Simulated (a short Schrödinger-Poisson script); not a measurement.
System: MOS inversion layer, Al2O3 on p-type Ge(111), at 300 K.

```tsv
layer	material	thickness (nm)	Na (cm⁻³)
1	Al2O3	2.4	-
2	Ge	770	2.9e17
```

The device is made up for the run: typed textbook-type constants, with dimensions and the other settings drawn at random. Al2O3: permittivity 9, conduction-band edge (eV) 2.65, gap (eV) 6.8, electron mass (mₑ) 0.3. Ge: permittivity 16, conduction-band edge (eV) 0, gap (eV) 0.664, Nv at 300 K (cm⁻³) 6e18.

Channel valleys (confinement mass, in-plane density-of-states mass, number): L1 1.59, 0.08, 1; L3 0.09, 0.34, 3. At the gate the conduction-band edge of layer 1 lies 2.66 eV − eVg above the Fermi level of the channel; the field vanishes at the back. Gaps are held at their typed values at every temperature. Mesh 0.03 nm at interfaces.

From a short Schrödinger-Poisson script (our own, NumPy): 1D Poisson equation in equilibrium, electrons quantum, Hartree (BenDaniel-Duke, 12 states a valley, the channel's in-plane mass for all, wave functions free to enter the dielectric), parabolic valleys, classical holes, full ionisation, no traps, pinning or gate leakage.

Only gate voltages with over 1e8 electrons/cm² are shown.

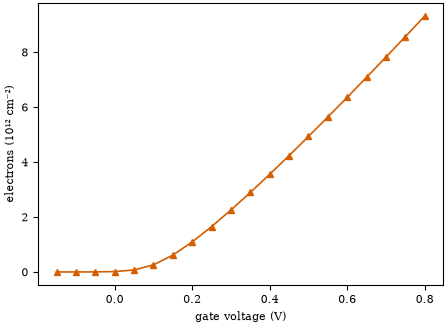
Fig. 1. Sheet density against gate voltage

```
Vg (V)  electrons (cm⁻²)  C (μF/cm²)  L1 E0 (meV)  L1 E1 (meV)  L3 E0 (meV)  L3 E1 (meV)
------  ----------------  ----------  -----------  -----------  -----------  -----------
-0.15             1.12e8       0.286        262.9        292.0        315.3        385.7
-0.1              5.76e8       0.272        218.8        249.3        273.6        347.9
-0.05             3.01e9       0.270        174.6        206.3        231.5        309.4
0                1.56e10       0.316        130.5        163.6        189.6        270.8
0.05             7.36e10       0.537         88.8        123.3        150.1        234.5
0.1              2.59e11        1.01         54.0         90.5        118.2        205.4
0.15             6.13e11        1.45         28.4         67.6         96.3        186.2
0.2              1.09e12        1.73          9.4         51.8         81.6        174.0
0.25             1.65e12        1.90         -5.6         40.1         70.9        165.7
0.3              2.26e12        2.02        -18.4         30.8         62.6        159.7
0.35             2.89e12        2.10        -29.8         23.0         55.7        155.1
0.4              3.56e12        2.16        -40.1         16.3         49.9        151.5
0.45             4.24e12        2.21        -49.7         10.3         44.7        148.5
0.5              4.93e12        2.25        -58.7          4.8         40.1        146.1
0.55             5.64e12        2.29        -67.3         -0.2         35.8        144.0
0.6              6.36e12        2.32        -75.6         -4.8         31.9        142.3
0.65             7.09e12        2.35        -83.5         -9.1         28.3        140.8
0.7              7.82e12        2.37        -91.1        -13.2         24.9        139.5
0.75             8.57e12        2.40        -98.5        -17.0         21.6        138.4
0.8              9.32e12        2.42       -105.6        -20.6         18.6        137.4
```

Subbands count from the Fermi level.

Only the L valleys are kept; under strong confinement the Δ valleys of Ge fill too.
